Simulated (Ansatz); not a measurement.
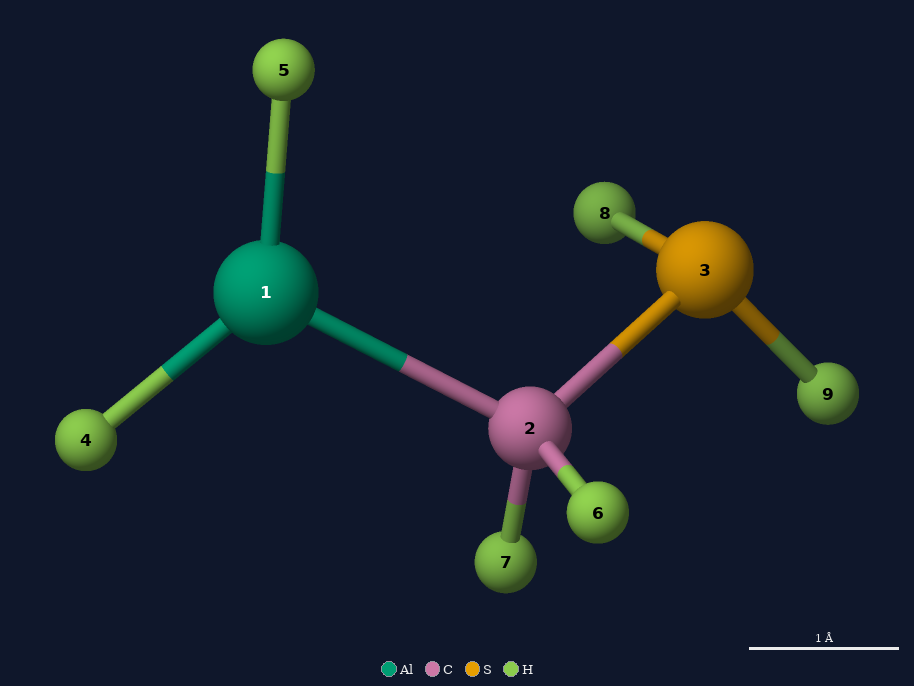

Figure made from data computed with Ansatz.

Atoms carry their numbers in the input. State: charge +1, singlet. Geometry: moved along internal coordinates away from the minimum.

Which atoms are bonded, and how long are the bonds?

```csv
bond,length (Å)
Al1–C2,2.032
Al1–H4,1.575
Al1–H5,1.564
C2–S3,1.777
C2–H6,1.094
C2–H7,1.093
S3–H8,1.351
S3–H9,1.355
```
